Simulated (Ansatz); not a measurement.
## Breaking a bond in CH4O (methanol)

The species is CH4O (6 atoms), meant as a singlet with charge 0. SMILES: `CO`. The coordinates come from a PBE0-D4/def2-TZVP relaxation.

```xyz
6

C    -0.0884   -0.2074   -0.2757
O    -0.1650    0.3165    1.0301
H    -0.8647   -0.9684   -0.3609
H     0.8788   -0.6836   -0.4792
H    -0.2727    0.5544   -1.0434
H     0.5121    0.9885    1.1291
```

The C1–H4 distance is scanned; the parts on either side stay rigid. Basis STO-3G, 2 core orbitals frozen in the correlated methods; program Ansatz 0.2.0. FCI is exact within this basis and core. Energies in eV from each method's value at 1.097 Å; methods without a U are spin-restricted. The shape above is that at 1.097 Å.

```tsv
distance (Å)	HF	revPBE	B3LYP	r2SCAN0	CAM-B3LYP	wB97M-V	B2PLYP	FCI
1.097	0.00	0.00	0.00	0.00	0.00	0.00	0.00	0.00
1.371	1.14	0.66	0.78	0.90	0.85	0.85	0.84	0.73
1.646	3.22	2.01	2.29	2.57	2.48	2.48	2.45	2.18
2.194	7.18	4.43	5.03	5.59	5.50	5.52	5.23	4.26
2.743	9.80	5.88	6.73	7.44	7.47	7.58	6.59	4.89
```

Departure from the FCI curve at its largest: HF +4.91 eV at 2.74 Å; revPBE +0.99 eV at 2.74 Å; B3LYP +1.85 eV at 2.74 Å; r2SCAN0 +2.55 eV at 2.74 Å; CAM-B3LYP +2.58 eV at 2.74 Å; wB97M-V +2.69 eV at 2.74 Å; B2PLYP +1.70 eV at 2.74 Å. Restricted functionals keep the electrons paired too, and rise too high. Restricted Hartree–Fock keeps the electrons paired, so it rises far too high as the bond breaks.

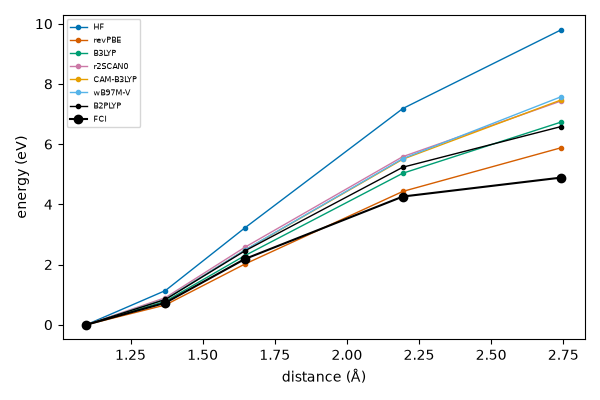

The curves of the table.
